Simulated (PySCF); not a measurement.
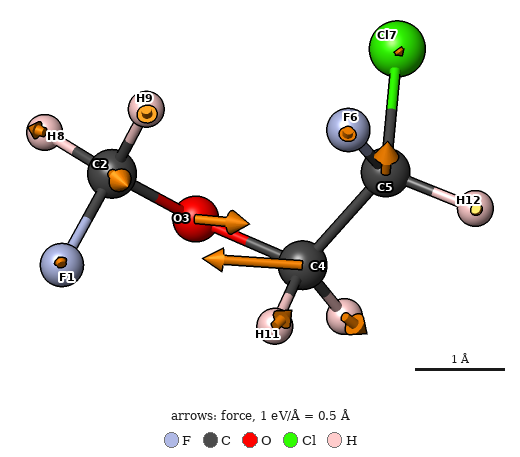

Starting geometry of C3H5ClF2O with the computed forces as orange arrows. The picture is a ball-and-stick view, seen face on.

The start comes from GFN2-xTB. Its atoms were then displaced at random by about 0.01 Å.

Computed with PBE0-D3(BJ)/def2-SVP geometry optimisation, gas phase in PySCF 2.14.0, density-fitted response routines. 

> What follows when this structure is relaxed?

It isn't relaxed: the largest force vector, on a C atom, is 2.30 eV/Å. The final displacements have little in common with the starting forces (cosine between the two patterns 0.10). The Cl atom moves most after the best rigid fit: 0.41 Å. By element the largest moves are Cl 0.41 Å, H 0.30 Å, F 0.28 Å, O 0.15 Å, C 0.11 Å. Some distances before and after: C–O 1.452 → 1.399 Å, C–H 1.075 → 1.100 Å, C–H 1.123 → 1.105 Å, C–F 1.375 → 1.359 Å. Bond angles that change, for instance: O–C–H 104.1° → 107.5°, O–C–H 108.0° → 111.4°, O–C–H 115.4° → 112.4°. The energy falls by 10.9 kJ/mol in 12 geometry steps. The run took 91 s on 1 thread of Arm Neoverse V1, with other jobs on the host.
